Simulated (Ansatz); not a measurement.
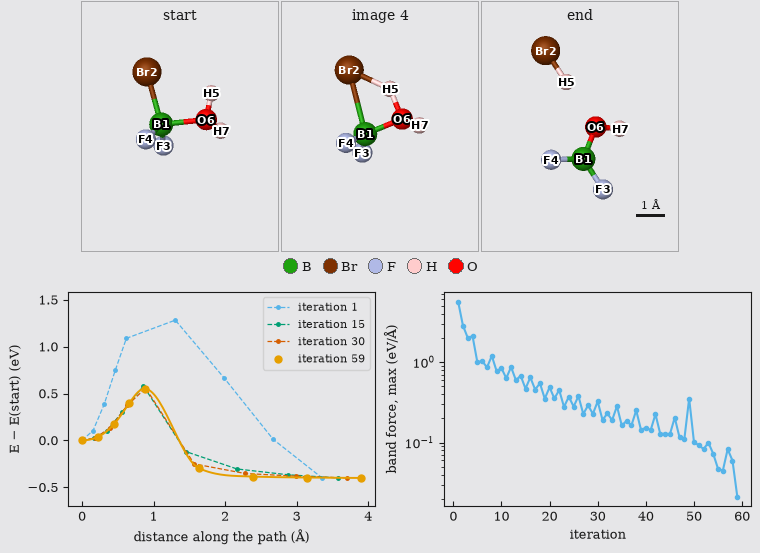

A nudged-elastic-band calculation for BH2OBrF2. Images are numbered from 0 (start) to 8 (end). The plot follows the band through its iterations. Style: ball-and-stick. Shown face on.

Computed with Ansatz, RKS B3LYP-D4/def2-SVP. Set-up: 7 movable images; climbing image from the first iteration; force threshold 0.03 eV/Å; iteration limit 60; optimiser L-BFGS; starting path through a guess of the saddle point.

Judge this run.

Answer. The run is converged, with reservations. The band converged in 59 iterations. The largest component of the band force went from 5.7 to 0.021 eV/Å. The climbing image converged on the top of the path. Its curvatures weren't checked. The first iteration put the highest image at 1.28 eV. The energy climbs by 0.55 eV to image 4 and then falls by 0.95 eV, so the end point sits at −0.40 eV.
